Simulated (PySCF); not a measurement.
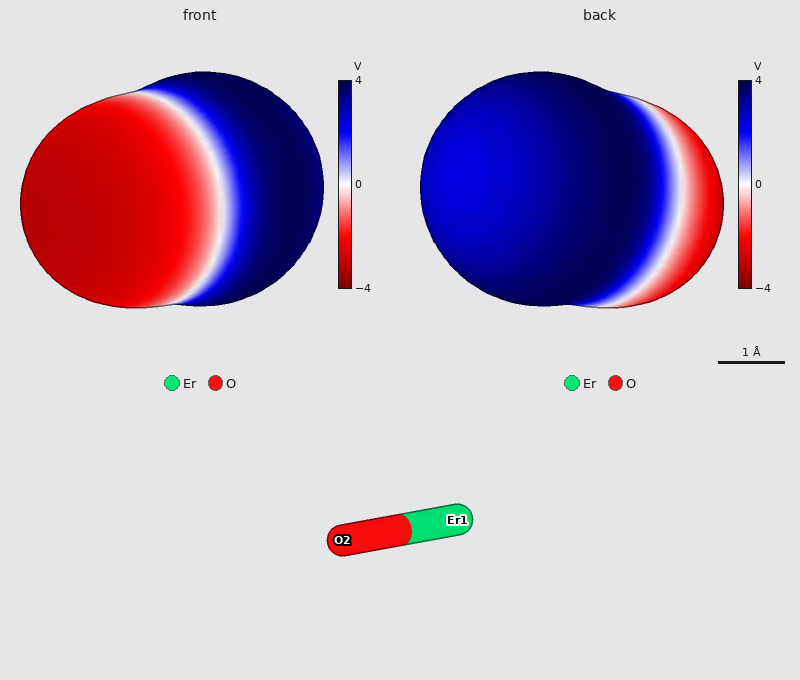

Figure 1: ErO (quintet). The electrostatic potential painted on the density surface at 0.004 e/bohr³, seen from the front and from behind; the colour scale runs from red (negative) to blue (positive). The bare structure is drawn below in the same view.

Method: PBE0/x2c-SVPall, spin-free X2C-1e, Gaussian nucleus, at a bond length of 1.787 Å in PySCF.

```csv
atom,x (Å),y (Å),z (Å)
Er,0.0000,0.0000,-0.1571
O,0.0000,0.0000,1.6299
```

Describe the electrostatic potential map.

The most negative region (about −3.1 V, or −71 kcal/mol for a unit charge) lies over O2, the most positive (about +3.9 V, or +90 kcal/mol for a unit charge) over Er1. O2 is the likeliest acceptor of a hydrogen bond.
